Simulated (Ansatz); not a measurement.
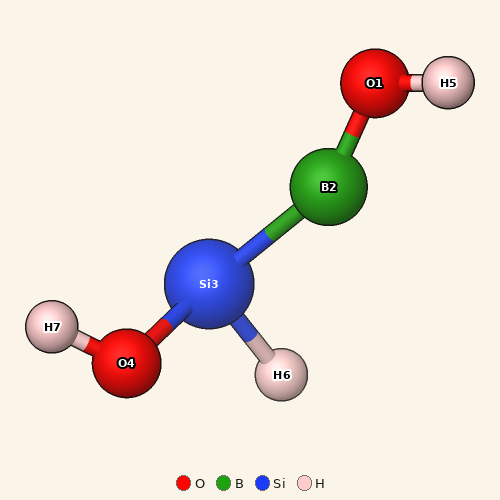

The system is BH₃O₂Si (SMILES OB=[SiH]O) with the probe HF; the picture shows it without the atoms that are moved over the map. The probe is moved over a plane parallel to the molecule's main plane, 2.99 Å above it. First axis: x of the probe's H atom. Second axis: y of the probe's H atom. Nothing is relaxed (molecule and probe rigid, the probe upright with H nearest the plane). The scan uses an 11 × 9 grid. All energies are given in kJ/mol relative to the lowest grid point. The calculation used Ansatz, RKS PBE0-D4/def2-SVPD.

Range: x of the probe's H atom from −3.70 to 3.70 Å; y of the probe's H atom from −2.96 to 2.96 Å.

Question: What landscape does the calculation give?

Answer: The lowest grid point is at x of the probe's H atom = −0.74 Å, y of the probe's H atom = 1.48 Å. The bottom of the well lies between grid points, at about x of the probe's H atom = −0.47 Å, y of the probe's H atom = 1.17 Å, about 1.1 kJ/mol lower on the interpolated surface. It is the only kind of minimum in the scanned range. The highest grid point, x of the probe's H atom = −2.22 Å, y of the probe's H atom = −1.48 Å, lies 31.1 kJ/mol above the lowest. Near the minimum the curvatures are about 0.13 and 0.17 eV/Å² along the soft and the stiff direction.

```
y of the probe's H atom ↓, x of the probe's H atom →  −3.70  −2.96  −2.22  −1.48  −0.74  0.00  0.74  1.48  2.22  2.96  3.70
                                                2.96   20.9   19.2   16.7   14.0   12.5  13.4  16.1  19.1  21.2  22.5  23.4
                                                2.22   20.4   18.1   14.0    8.8    5.5   6.8  11.7  16.6  19.7  21.7  23.0
                                                1.48   20.5   18.1   13.0    5.5    0.0   1.3   7.8  14.2  18.0  20.3  22.3
                                                0.74   21.8   20.5   16.1    8.0    1.1   1.4   7.6  13.4  16.5  18.9  21.6
                                                0.00   24.4   25.7   23.5   16.3    9.4   8.2  11.6  14.7  16.1  18.4  21.5
                                               −0.74   27.0   30.4   30.2   24.6   18.5  16.4  17.1  17.6  17.8  19.7  22.4
                                               −1.48   27.4   30.6   31.1   27.4   23.2  21.4  21.0  20.7  20.7  22.1  23.9
                                               −2.22   26.0   27.8   28.2   26.3   24.2  23.4  23.1  23.0  23.2  24.1  25.1
                                               −2.96   24.7   25.4   25.5   24.8   24.1  23.9  24.0  24.2  24.5  25.0  25.5
```

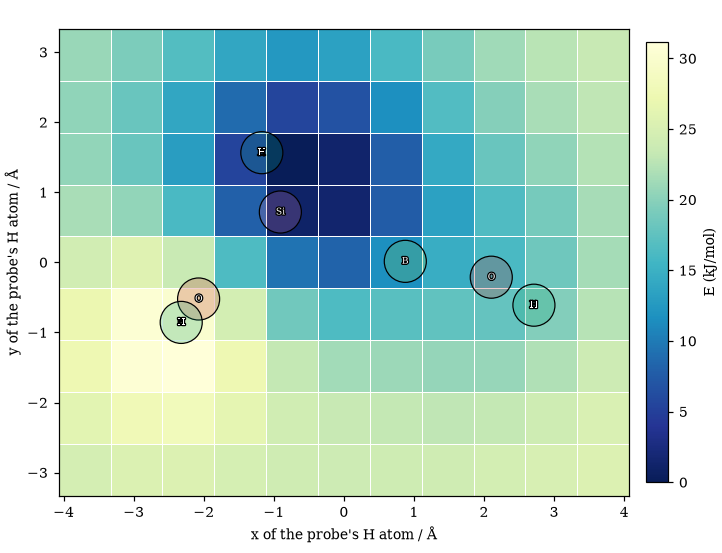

In the figure: one coloured cell a grid point, labelled circles for the molecule's atoms, projected on the plane.

The whole map (99 points run) took 13 min on 1 thread of Arm Neoverse V1, on a shared host.
